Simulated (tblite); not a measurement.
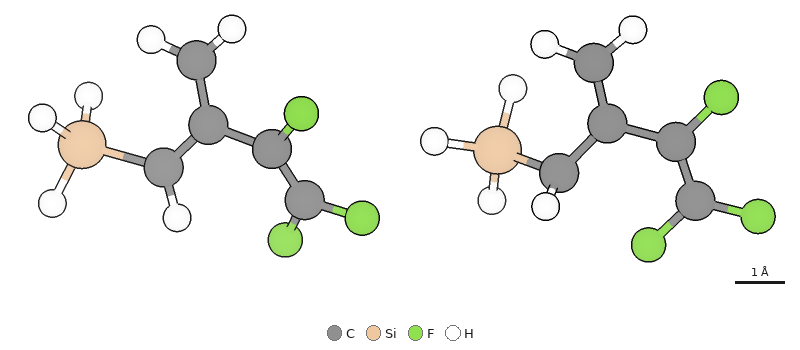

Two geometries of C5H6F3Si (multiplicity 2), drawn at one scale. One is the start of a relaxation, the other its converged end. A ball-and-stick model, seen at a tilt.

The calculation used GFN2-xTB geometry optimisation, gas phase in tblite 0.8.0. 

Which one is relaxed?

Answer. The left one is the relaxed one. The energy falls by 20.3 kcal/mol in 111 geometry steps. The largest move after the best rigid fit is that of an H atom, 1.42 Å. Largest moves by element: H 1.42 Å, F 1.09 Å, C 0.42 Å, Si 0.38 Å. Among the contacts that change: C–C 1.472 → 1.394 Å, C–C 1.321 → 1.373 Å, C–Si 1.824 → 1.871 Å, H–Si 1.503 → 1.461 Å. Bond angles that change, for instance: F–C–F 121.6° → 110.1°, C–C–Si 116.8° → 125.4°, C–C–F 116.8° → 125.4°. Groups turn about C–C by about 25°. The run took 0.63 s on 1 thread of Arm Neoverse V2, on a shared host.
